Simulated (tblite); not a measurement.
Geometry relaxation of C4H14BNSi3 (part 1 of 3)

System: C4H14BNSi3, SMILES CC#CBN[Si@H]([SiH3])C[SiH3].
Method: GFN2-xTB geometry optimisation, gas phase (tblite 0.8.0).

It belongs to a series of runs on one base structure; here: H on Si replaced by CH2SiH3.

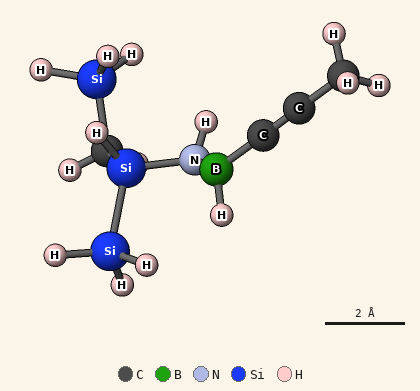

Figure 1. The structure as given in the input (ball-and-stick view, seen at a tilt).

## Key numbers

| quantity | value |
| --- | --- |
| outcome | converged |
| total energy | −680.9239 eV |
| hardware | 1 CPU thread, shared host |
| wall time | 6 s |
| peak memory | 0.19 GiB |

## Input file
```
{"job": {"kind": "relax", "xc": "GFN2-xTB", "basis": "xTB"}, "charge": 0, "multiplicity": 1}
C      5.105900     0.232800    -0.050900
C      3.704000    -0.218700     0.056900
C      2.579100    -0.619400     0.180300
B      1.095900    -1.091100     0.297400
N      0.047200    -0.411500    -0.581200
Si    -1.527300    -0.240600     0.212500
Si    -2.248400    -2.306100     0.649900
C     -2.629200     0.687400    -0.959600
Si    -2.364300     2.511300    -0.720300
H      5.652800    -0.214200     0.775900
H      5.499000    -0.034500    -1.071300
H      5.136900     1.352700     0.027600
H      0.994700    -2.294000     0.328700
H      0.420600     0.528800    -0.902000
H     -1.456700     0.555000     1.470300
H     -2.775800    -2.917500    -0.565400
H     -3.233600    -2.230000     1.738300
H     -1.058700    -3.086600     1.048100
H     -2.432600     0.395300    -2.006500
H     -3.675600     0.467100    -0.718000
H     -1.889800     3.169000    -1.942000
H     -3.627200     3.100400    -0.228200
H     -1.321900     2.691300     0.328700
```

The first line tells a small driver script what to run in tblite; the rest is the geometry in Å.

Launched with:
```bash
OMP_NUM_THREADS=1 python <driver script> task.json out
```

## What the program printed
```
step      E/eV     max force
  0    -679.59042    3.327
  1    -679.92290    4.002
  2    -680.22712    2.108
  3    -680.39143    0.959
  4    -680.45576    0.588
  5    -680.49188    0.529
  6    -680.52551    0.592
  7    -680.56390    0.596
  8    -680.60483    0.526
  9    -680.64248    0.506
 10    -680.67401    0.475
 11    -680.70148    0.307
 12    -680.71746    0.235
 13    -680.72548    0.184
 14    -680.73278    0.205
 15    -680.74135    0.225
 16    -680.75151    0.233
 17    -680.76086    0.210
 18    -680.76763    0.225
 19    -680.77305    0.166
 20    -680.77813    0.156
 21    -680.78255    0.142
 22    -680.78581    0.135
 23    -680.78817    0.147
 24    -680.79041    0.124
 25    -680.79287    0.117
 26    -680.79520    0.090
 27    -680.79698    0.084
 28    -680.79835    0.084
 29    -680.79972    0.085
 30    -680.80128    0.076
 31    -680.80281    0.089
 32    -680.80411    0.079
 33    -680.80529    0.072
 34    -680.80661    0.099
 35    -680.80811    0.107
 36    -680.80954    0.087
 37    -680.81067    0.070
 38    -680.81163    0.070
 39    -680.81278    0.090
 40    -680.81443    0.121
 41    -680.81668    0.135
 42    -680.81912    0.124
 43    -680.82130    0.099
 44    -680.82336    0.119
 45    -680.82554    0.121
 46    -680.82798    0.146
 47    -680.83049    0.141
 48    -680.83270    0.121
 49    -680.83447    0.094
 50    -680.83592    0.074
 51    -680.83734    0.080
 52    -680.83888    0.087
 53    -680.84041    0.110
 54    -680.84181    0.097
 55    -680.84329    0.077
 56    -680.84504    0.089
 57    -680.84690    0.090
 58    -680.84857    0.088
 59    -680.84993    0.062
 60    -680.85102    0.063
 61    -680.85210    0.065
 62    -680.85323    0.068
 63    -680.85429    0.066
 64    -680.85525    0.092
 65    -680.85614    0.073
 66    -680.85693    0.056
 67    -680.85757    0.046
 68    -680.85795    0.043
 69    -680.85845    0.061
 70    -680.85910    0.054
 71    -680.85991    0.062
 72    -680.86064    0.045
 73    -680.86118    0.045
 74    -680.86162    0.044
 75    -680.86207    0.039
 76    -680.86249    0.031
 77    -680.86280    0.030
 78    -680.86306    0.033
 79    -680.86338    0.041
 80    -680.86385    0.046
 81    -680.86447    0.054
 82    -680.86509    0.050
 83    -680.86557    0.044
 84    -680.86592    0.042
 85    -680.86630    0.060
 86    -680.86682    0.063
 87    -680.86742    0.052
 88    -680.86792    0.051
 89    -680.86837    0.053
 90    -680.86892    0.062
 91    -680.86966    0.068
 92    -680.87042    0.062
 93    -680.87101    0.043
 94    -680.87140    0.039
 95    -680.87177    0.049
 96    -680.87227    0.064
 97    -680.87284    0.063
 98    -680.87326    0.033
 99    -680.87354    0.036
100    -680.87385    0.049
101    -680.87439    0.079
102    -680.87519    0.098
103    -680.87605    0.077
104    -680.87665    0.054
105    -680.87699    0.044
106    -680.87725    0.045
107    -680.87766    0.052
108    -680.87831    0.070
109    -680.87909    0.074
110    -680.87964    0.044
111    -680.88003    0.053
112    -680.88039    0.064
113    -680.88092    0.070
114    -680.88175    0.093
115    -680.88266    0.076
116    -680.88316    0.087
117    -680.88382    0.066
118    -680.88451    0.049
119    -680.88556    0.068
120    -680.88686    0.090
121    -680.88845    0.089
122    -680.88977    0.098
123    -680.89134    0.077
124    -680.89273    0.096
125    -680.89223    0.151
126    -680.89481    0.115
127    -680.89575    0.113
128    -680.89755    0.066
129    -680.89848    0.078
130    -680.89969    0.103
131    -680.90124    0.100
132    -680.90255    0.105
133    -680.90358    0.114
134    -680.90449    0.102
135    -680.90550    0.074
136    -680.90656    0.071
137    -680.90767    0.077
138    -680.90851    0.069
139    -680.90931    0.059
140    -680.90987    0.045
141    -680.91036    0.042
142    -680.91096    0.044
143    -680.91143    0.046
144    -680.91175    0.040
145    -680.91201    0.042
146    -680.91228    0.048
147    -680.91260    0.037
148    -680.91285    0.031
149    -680.91300    0.032
150    -680.91313    0.030
151    -680.91329    0.035
152    -680.91351    0.033
153    -680.91373    0.035
154    -680.91389    0.024
155    -680.91403    0.024
156    -680.91418    0.024
157    -680.91435    0.028
158    -680.91453    0.032
159    -680.91471    0.025
160    -680.91492    0.025
161    -680.91519    0.039
162    -680.91546    0.041
163    -680.91569    0.027
164    -680.91590    0.021
165    -680.91608    0.028
166    -680.91627    0.034
167    -680.91644    0.027
168    -680.91659    0.021
169    -680.91674    0.025
170    -680.91690    0.034
171    -680.91709    0.039
172    -680.91731    0.035
173    -680.91752    0.035
174    -680.91772    0.036
175    -680.91788    0.028
176    -680.91802    0.022
177    -680.91812    0.018
178    -680.91823    0.021
179    -680.91835    0.027
180    -680.91849    0.027
181    -680.91862    0.025
182    -680.91873    0.020
183    -680.91885    0.020
184    -680.91898    0.028
185    -680.91915    0.030
186    -680.91932    0.029
187    -680.91947    0.030
188    -680.91960    0.030
189    -680.91976    0.034
190    -680.92002    0.038
191    -680.92032    0.040
192    -680.92056    0.036
193    -680.92075    0.033
194    -680.92093    0.028
195    -680.92112    0.030
196    -680.92131    0.031
197    -680.92150    0.034
198    -680.92171    0.035
199    -680.92193    0.034
200    -680.92218    0.027
201    -680.92236    0.023
202    -680.92252    0.028
203    -680.92268    0.030
204    -680.92287    0.031
205    -680.92305    0.036
206    -680.92323    0.034
207    -680.92341    0.031
208    -680.92358    0.029
209    -680.92370    0.021
210    -680.92377    0.021
211    -680.92381    0.011
212    -680.92384    0.011
213    -680.92386    0.010
```

## Trajectory as extended XYZ (Å, eV, eV/Å), 21 of the 214 frames kept, from step=0 to step=213
```
23
Properties=species:S:1:pos:R:3:forces:R:3 step=0 energy=-679.59042
C     5.1059    0.2328   -0.0509   -0.9270   0.5050  -0.7680
C     3.7040   -0.2187    0.0569    1.4250   0.5470  -0.1020
C     2.5791   -0.6194    0.1803   -1.9650  -0.1350   0.4770
B     1.0959   -1.0911    0.2974    0.3590  -0.1740  -3.3030
N     0.0472   -0.4115   -0.5812    1.7080   1.1360   2.2510
Si   -1.5273   -0.2406    0.2125    1.1790  -0.0640   0.0090
Si   -2.2484   -2.3061    0.6499    0.1730  -0.7650   0.2320
C    -2.6292    0.6874   -0.9596   -0.5450  -0.0840  -0.8630
Si   -2.3643    2.5113   -0.7203    0.1460   1.0650   0.3090
H     5.6528   -0.2142    0.7759    0.2650   0.0160  -0.2980
H     5.4990   -0.0345   -1.0713   -0.1930   0.0540   1.1430
H     5.1369    1.3527    0.0276   -0.0050  -0.9400   0.0180
H     0.9947   -2.2940    0.3287   -0.2640   0.8450   0.7190
H     0.4206    0.5288   -0.9020   -0.5950  -1.4350   0.2880
H    -1.4567    0.5550    1.4703    0.0780  -0.0310  -0.0430
H    -2.7758   -2.9175   -0.5654   -0.2320  -0.2220   0.0770
H    -3.2336   -2.2300    1.7383   -0.0060  -0.3100  -0.1040
H    -1.0587   -3.0866    1.0481   -0.5120  -0.1370   0.1140
H    -2.4326    0.3953   -2.0065   -0.2650   0.0250   0.4900
H    -3.6756    0.4671   -0.7180    0.2500  -0.1460  -0.2690
H    -1.8898    3.1690   -1.9420   -0.0620   0.0120   0.0360
H    -3.6272    3.1004   -0.2282    0.2350   0.0220  -0.1180
H    -1.3219    2.6913    0.3287   -0.2480   0.2180  -0.2970
23
Properties=species:S:1:pos:R:3:forces:R:3 step=11 energy=-680.70148
C     5.0986    0.2605   -0.0333   -0.2310  -0.0860  -0.0460
C     3.7222   -0.1950    0.0358   -0.0600  -0.1600  -0.1130
C     2.6000   -0.6389   -0.0313    0.0640  -0.0180   0.1260
B     1.1664   -1.1253    0.0530    0.2950  -0.0190  -0.0840
N     0.1370   -0.2738   -0.3793    0.0810  -0.0410   0.0130
Si   -1.4868   -0.2737    0.2380   -0.2790  -0.0570   0.0450
Si   -2.2350   -2.4189    0.6541   -0.0680   0.1150  -0.0230
C    -2.5954    0.7173   -0.9685    0.0230   0.0210   0.0570
Si   -2.3685    2.5973   -0.7358   -0.0030  -0.0750  -0.0600
H     5.7045   -0.2046    0.7512   -0.1230   0.1550  -0.1000
H     5.4750   -0.0623   -1.0085    0.1680   0.2010   0.1080
H     5.1309    1.3523    0.0502    0.1350  -0.2260  -0.0260
H     0.9159   -2.1968    0.4820    0.0270   0.2430  -0.0060
H     0.4391    0.5682   -0.8519   -0.0560   0.0180   0.0790
H    -1.4255    0.5425    1.4868   -0.0580  -0.1240  -0.0460
H    -2.8813   -3.0521   -0.5051    0.0590  -0.0330   0.0280
H    -3.2625   -2.4029    1.7019   -0.0480  -0.0100   0.0160
H    -1.1934   -3.3106    1.1521   -0.0200  -0.1300  -0.0190
H    -2.4417    0.4207   -2.0089    0.1210   0.0560   0.1220
H    -3.6283    0.4395   -0.7506    0.0390   0.0980   0.0360
H    -1.9171    3.2314   -1.9785   -0.0630  -0.0110  -0.0270
H    -3.6177    3.1966   -0.2625   -0.0210   0.0180  -0.0650
H    -1.3413    2.8556    0.2782    0.0170   0.0650  -0.0140
23
Properties=species:S:1:pos:R:3:forces:R:3 step=21 energy=-680.78255
C     5.1202    0.2533   -0.0630   -0.0180   0.0240  -0.0660
C     3.7582   -0.2405   -0.0711   -0.0350   0.0030  -0.0030
C     2.6251   -0.6588   -0.0770    0.0790   0.0590  -0.0280
B     1.1871   -1.1057    0.0482   -0.0430   0.0240   0.0080
N     0.1348   -0.2596   -0.3409    0.0020   0.0250   0.1030
Si   -1.5058   -0.3190    0.2606   -0.0870   0.0830   0.0760
Si   -2.2677   -2.4692    0.6690    0.0110   0.0520  -0.0640
C    -2.5654    0.7456   -0.9291    0.0160  -0.0890  -0.0220
Si   -2.3613    2.6335   -0.7503   -0.0010  -0.1090  -0.0370
H     5.6780   -0.1977    0.7603   -0.0160   0.0240  -0.0660
H     5.6065   -0.0013   -1.0083   -0.0060   0.0100   0.0940
H     5.1289    1.3410    0.0523   -0.0070  -0.1080  -0.0020
H     0.9145   -2.1402    0.5385    0.0640   0.0460  -0.0320
H     0.3932    0.6167   -0.7797    0.0060  -0.1070   0.0230
H    -1.4775    0.4619    1.5282   -0.0220  -0.0610   0.0310
H    -2.8791   -3.1137   -0.4994   -0.0380   0.0100  -0.0340
H    -3.3124   -2.4420    1.7041    0.0020   0.0050  -0.0330
H    -1.2695   -3.4246    1.1491    0.0170   0.0040   0.0260
H    -2.3636    0.4483   -1.9613   -0.0350   0.0290   0.0650
H    -3.6133    0.4951   -0.7474    0.0930   0.0060  -0.0280
H    -1.9696    3.2297   -2.0297    0.0220   0.0010  -0.0420
H    -3.6309    3.2241   -0.3278   -0.0390   0.0250   0.0200
H    -1.3352    2.9501    0.2439    0.0360   0.0450   0.0120
23
Properties=species:S:1:pos:R:3:forces:R:3 step=32 energy=-680.80411
C     5.1287    0.2486   -0.0867    0.0040   0.0120  -0.0010
C     3.7694   -0.2447   -0.1238   -0.0230   0.0550   0.0130
C     2.6254   -0.6290   -0.1241   -0.0130  -0.0430   0.0100
B     1.1984   -1.0889    0.0713   -0.0200   0.0430   0.0020
N     0.1252   -0.2433   -0.2519   -0.0470  -0.0160   0.0000
Si   -1.5273   -0.3137    0.3173    0.0360  -0.0190   0.0290
Si   -2.2844   -2.4763    0.6386    0.0010   0.0180   0.0130
C    -2.5489    0.7429   -0.9095    0.0460  -0.0320   0.0560
Si   -2.3535    2.6328   -0.7686    0.0010  -0.0020   0.0090
H     5.6607   -0.2060    0.7497    0.0330  -0.0150  -0.0390
H     5.6472    0.0118   -1.0148    0.0100  -0.0550  -0.0130
H     5.1302    1.3306    0.0427   -0.0060   0.0420   0.0060
H     0.9760   -2.1330    0.5647   -0.0100   0.0460  -0.0040
H     0.3649    0.6126   -0.7357    0.0230  -0.0090   0.0640
H    -1.5415    0.4078    1.6189   -0.0100   0.0090  -0.0440
H    -2.8997   -3.1085   -0.5353    0.0160   0.0150  -0.0270
H    -3.3391   -2.4506    1.6611   -0.0430  -0.0170  -0.0010
H    -1.2925   -3.4283    1.1432   -0.0030   0.0060  -0.0330
H    -2.3197    0.4355   -1.9311   -0.0210  -0.0230   0.0240
H    -3.5989    0.4957   -0.7505    0.0160  -0.0010  -0.0320
H    -1.9736    3.2010   -2.0655    0.0080  -0.0070  -0.0320
H    -3.6256    3.2233   -0.3478   -0.0180   0.0100   0.0030
H    -1.3262    3.0069    0.2071    0.0240  -0.0150  -0.0010
23
Properties=species:S:1:pos:R:3:forces:R:3 step=43 energy=-680.82130
C     5.1358    0.2558   -0.1306   -0.0240  -0.0070   0.0100
C     3.7574   -0.1878   -0.1332    0.0100  -0.0500  -0.0100
C     2.6185   -0.5881   -0.1188   -0.0450  -0.0320   0.0820
B     1.1988   -1.0608    0.1220    0.0290   0.0080   0.0580
N     0.1110   -0.2181   -0.1448    0.0360   0.0170   0.0200
Si   -1.5478   -0.3113    0.3991    0.0620  -0.0620   0.0390
Si   -2.3306   -2.4771    0.6156    0.0320   0.0250  -0.0280
C    -2.5241    0.7178   -0.8745    0.0040   0.0010   0.0450
Si   -2.3316    2.6064   -0.7888    0.0120   0.0560  -0.0180
H     5.6713   -0.2177    0.6925    0.0090  -0.0200   0.0120
H     5.6250   -0.0172   -1.0647   -0.0150   0.0000  -0.0440
H     5.1887    1.3366   -0.0049   -0.0120   0.0430  -0.0270
H     0.9943   -2.1104    0.6113    0.0240   0.0200  -0.0300
H     0.3546    0.6555   -0.5914   -0.0370   0.0510   0.0010
H    -1.6048    0.4183    1.6901    0.0030   0.0040   0.0070
H    -2.8781   -3.0377   -0.6298    0.0060   0.0160   0.0340
H    -3.4385   -2.5132    1.5866    0.0640  -0.0340  -0.0520
H    -1.3170   -3.4272    1.0799   -0.0690  -0.0190   0.0190
H    -2.2525    0.3740   -1.8732   -0.0790  -0.0030  -0.0190
H    -3.5779    0.4799   -0.7393   -0.0400  -0.0260  -0.0800
H    -1.9775    3.1246   -2.1124    0.0170   0.0220  -0.0480
H    -3.5977    3.2142   -0.3723    0.0010  -0.0010   0.0220
H    -1.2820    3.0106    0.1507    0.0120  -0.0090   0.0080
```
